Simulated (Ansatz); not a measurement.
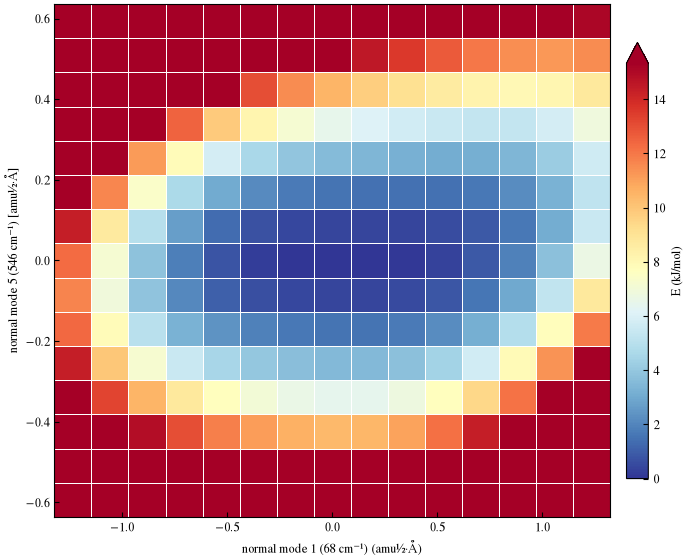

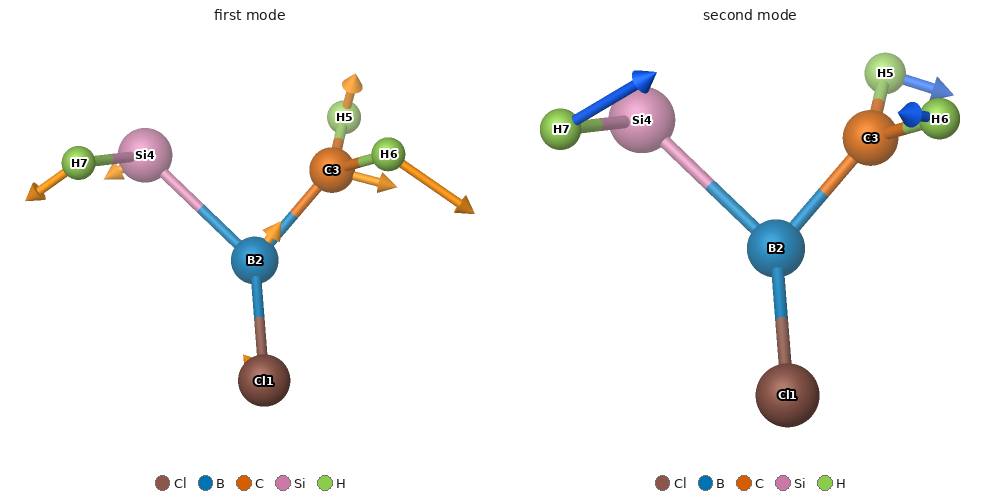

Energy landscape of CH₃BClSi, charge −1. First axis: normal mode 1 (68 cm⁻¹). Second axis: normal mode 5 (546 cm⁻¹). Nothing is relaxed (straight displacements along the two mass-weighted modes). The scan uses a 15 × 15 grid. All energies are given in kJ/mol relative to the lowest grid point. All numbers below come from RHF/def2-SVPD (Ansatz 0.2.0).

The picture shows one coloured cell a grid point, one colour for all values above the top of the scale. The second picture is the structure at the lowest point

Where are the wells?

Answer. The lowest grid point is at normal mode 1 (68 cm⁻¹) = 0.000 amu½·Å, normal mode 5 (546 cm⁻¹) = 0.000 amu½·Å. The highest grid point, normal mode 1 (68 cm⁻¹) = −1.233 amu½·Å, normal mode 5 (546 cm⁻¹) = 0.594 amu½·Å, lies 62.5 kJ/mol above the lowest.

The input of one point:

```yaml
crystal:
  periodic: [false, false, false]
  atoms:
    - { symbol: Cl, position_ang: [-2.214621, -0.704166, 0.651701] }
    - { symbol: B, position_ang: [-0.530644, -0.546235, -0.119071] }
    - { symbol: C, position_ang: [0.705265, -0.309917, 0.641354] }
    - { symbol: Si, position_ang: [0.299165, 0.447413, -1.579272] }
    - { symbol: H, position_ang: [1.685212, -0.577813, 0.262176] }
    - { symbol: H, position_ang: [0.725595, 0.052628, 1.66964] }
    - { symbol: H, position_ang: [-0.669982, 1.63809, -1.526529] }
total_charge: -1
basis:
  gaussian: { orbitals: def2-SVPD }
hamiltonian:
  xc: hf
output:
  forces: true
```

Time for the 225 points that were run: 22 min on 1 thread of Arm Neoverse N1, on a shared host.
